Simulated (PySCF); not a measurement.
# C5H7FSi: electronic excitations

Aim: predict the electronic excitations of C5H7FSi (`C#C[C@@]1([SiH3])C[C@H]1F`).

Computed with PySCF 2.14.0, with density-fitted response routines of our own, on a single molecule in the gas phase. Atoms count from 0, in the outputs and in this text.

## 1. Starting geometry

14 atoms, charge 0, multiplicity 1; geometry from: GFN2-xTB.

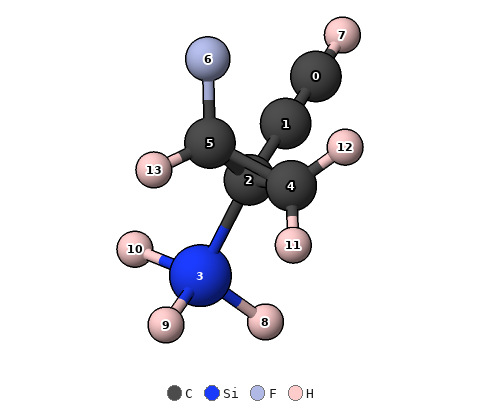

The starting geometry (carbon dark grey, silicon blue, fluorine light blue, hydrogen pink), atoms numbered.

## 2. TDDFT and polarisability: CAM-B3LYP/def2-SVPD

What the job is given:

```
{"job": {"kind": "uv", "xc": "CAM-B3LYP", "basis": "def2-SVPD", "nstates": 8, "ntriplets": 3}, "charge": 0, "multiplicity": 1}
C      2.638261    -0.132075    -0.387047
C      1.452735    -0.079077    -0.221899
C      0.040228    -0.009582    -0.025424
Si    -0.702580     1.729545    -0.169000
C     -0.765803    -1.212467    -0.483881
C     -0.564728    -0.967703     0.968239
F      0.250239    -1.811761     1.660654
H      3.675775    -0.182598    -0.529442
H     -0.453425     2.216479    -1.524774
H     -2.142246     1.605215     0.077242
H     -0.076420     2.587192     0.834729
H     -1.748822    -1.055795    -0.901788
H     -0.217922    -2.034137    -0.921727
H     -1.385970    -0.653708     1.601951
```

Method: TDDFT CAM-B3LYP/def2-SVPD, vertical, gas phase, core orbitals frozen in the response.

Launch:

```bash
> OMP_NUM_THREADS=1 python probes_run.py task.json out
```

One launch serves the whole session: the jobs run in the order shown.

Standard output:

```text
coarse grid: 12480 points
cycle   1  E = -583.3831605710  dE =  1.078e+00  |g| = 5.240e-01  |ddm| = 1.423e+01
cycle   2  E = -583.3822561141  dE =  9.045e-04  |g| = 5.978e-01  |ddm| = 2.277e+00
cycle   3  E = -583.4439967798  dE = -6.174e-02  |g| = 7.838e-02  |ddm| = 9.827e-01
cycle   4  E = -583.4449429276  dE = -9.461e-04  |g| = 4.050e-02  |ddm| = 2.905e-01
cycle   5  E = -583.4453006634  dE = -3.577e-04  |g| = 1.522e-02  |ddm| = 1.445e-01
cycle   6  E = -583.4453529096  dE = -5.225e-05  |g| = 3.586e-03  |ddm| = 4.850e-02
cycle   7  E = -583.4453560187  dE = -3.109e-06  |g| = 6.454e-04  |ddm| = 1.076e-02
final grid: 117176 points
cycle   8  E = -583.5361799665  dE = -2.887e-05  |g| = 3.497e-03  |ddm| = 1.454e-01
cycle   9  E = -583.5361793793  dE =  5.871e-07  |g| = 4.223e-03  |ddm| = 1.412e-02
cycle  10  E = -583.5361825250  dE = -3.146e-06  |g| = 3.803e-04  |ddm| = 5.110e-03
cycle  11  E = -583.5361825483  dE = -2.327e-08  |g| = 2.030e-04  |ddm| = 1.252e-03
cycle  12  E = -583.5361825564  dE = -8.154e-09  |g| = 9.062e-05  |ddm| = 5.122e-04
cycle  13  E = -583.5361825585  dE = -2.033e-09  |g| = 1.266e-05  |ddm| = 2.031e-04
cycle  14  E = -583.5361825585  dE = -4.457e-11  |g| = 3.912e-06  |ddm| = 4.152e-05
converged SCF energy = -583.5361825585

Static polarisability (au): isotropic 82.033, principal 68.165 80.639 97.296

Singlet excitations
state   eV       nm        f      main configurations
  1   6.3345    195.7   0.00002   H->L+3 0.17, H-1->L+4 0.16, H->L+1 0.14
  2   6.5809    188.4   0.01409   H->L+4 0.18, H-1->L+4 0.15, H-1->L+1 0.09
  3   6.6181    187.3   0.00196   H-1->L+4 0.34, H->L+4 0.16, H-1->L+2 0.12
  4   7.2164    171.8   0.01662   H->L 0.60, H-1->L 0.22, H->L+3 0.08
  5   7.2666    170.6   0.01865   H-1->L 0.60, H->L 0.19, H-1->L+3 0.09
  6   7.7717    159.5   0.08168   H->L+2 0.20, H->L+1 0.13, H->L+5 0.12
  7   7.8584    157.8   0.04694   H-1->L+1 0.16, H->L+5 0.14, H-1->L+5 0.12
  8   7.9755    155.5   0.00953   H-1->L+2 0.39, H-1->L+5 0.12, H->L+2 0.10

Triplet excitations (Tamm-Dancoff, eV): 5.3168 5.7743 5.7866
```

It took 84 s on 1 thread of Arm Neoverse N1, shared host; peak memory 0.91 GiB.

The orbitals next to the gap, with their largest atomic shares:

```csv
orbital,eV,atoms
HOMO−3,-11.04,"Si3 20 %, H10 16 %, C2 14 %"
HOMO−2,-10.48,"F6 17 %, C1 16 %, C4 15 %"
HOMO−1,-8.89,"C0 31 %, C1 27 %, C4 11 %"
HOMO,-8.84,"C0 32 %, C1 27 %, C2 13 %"
LUMO,1.09,"Si3 33 %, H9 8 %, C4 8 %"
LUMO+1,1.27,"Si3 49 %, H9 13 %, H10 10 %"
LUMO+2,1.70,"Si3 19 %, C4 16 %, H12 11 %"
```

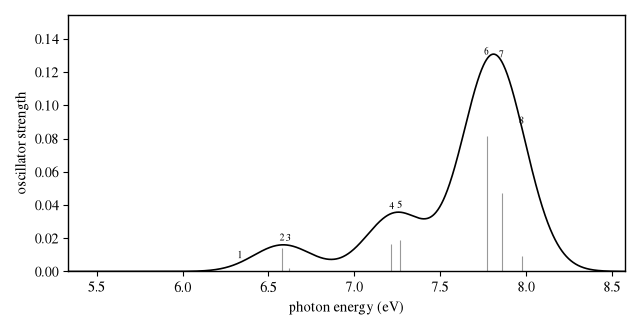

Absorption spectrum from the 8 singlet states computed; above the last one it falls off for lack of states. Lines are broadened to a width of 0.40 eV (Gaussian).

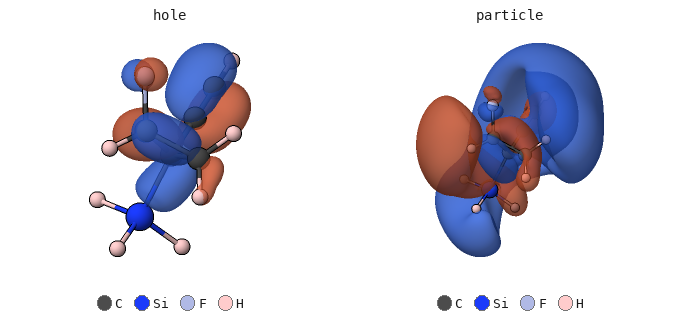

Leading natural transition orbitals of singlet state 6: the electron leaves the hole (left) for the particle orbital (right).

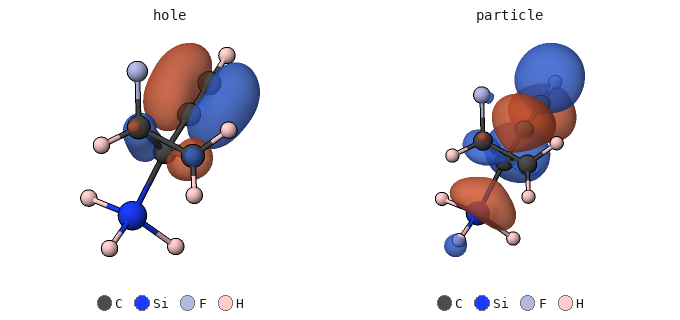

Leading natural transition orbitals of singlet state 1: the electron leaves the hole (left) for the particle orbital (right).

Ground-state properties from the same run:

```csv
property,computed
dipole moment (D),1.92
polarisability (Å³),12.16
HOMO–LUMO gap (eV),9.94
−ε(HOMO) (eV),8.84
```

Orbitals, density, ELF and potential are computed afterwards from the orbital file.

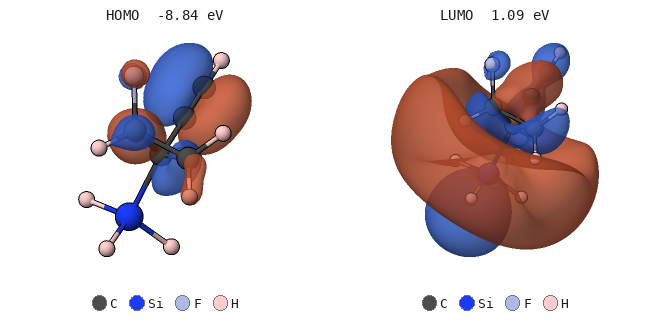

CAM-B3LYP/def2-SVPD orbitals near the gap, drawn at the value that encloses 70 % of each; the two colours are the two signs.

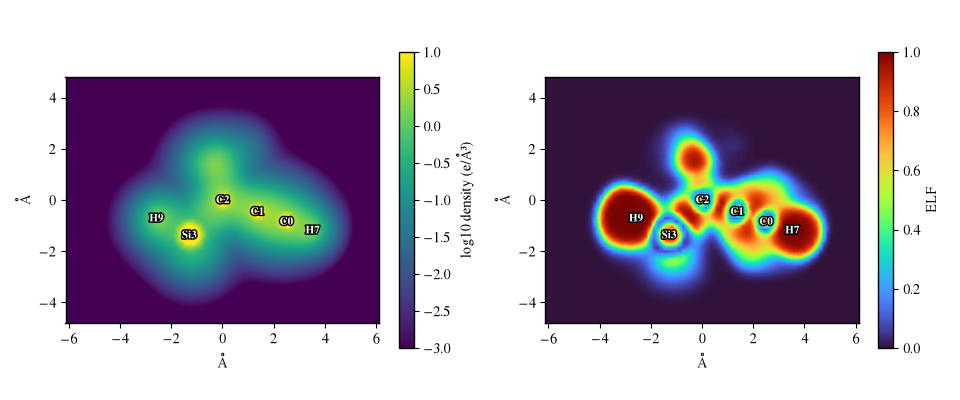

Density (left) and ELF (right) in a plane through or near 6 of the atoms.

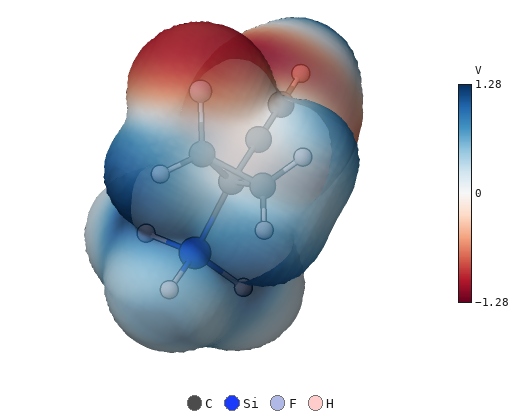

The potential that a unit positive charge feels on the 0.002 e/bohr³ surface, from -1.18 V near F6 to 1.28 V near H7.

## 3. Results

```
                                quantity                        value
    lowest singlet (CAM-B3LYP/def2-SVPD)  6.33 eV (196 nm), f = 0.000
brightest single state of those computed  state 6, 7.77 eV, f = 0.082
                          lowest triplet                      5.32 eV
   surface potential, least and greatest           -1.18 V and 1.28 V
```

In words: The first singlet state (HOMO→LUMO+3 0.17, HOMO−1→LUMO+4 0.16) lies at 6.33 eV and is dark; of the 8 states computed, the strongest absorption comes from state 6 at 7.77 eV. The lowest triplet lies 1.02 eV below the lowest singlet (triplets in Tamm-Dancoff, singlets in full TDDFT).
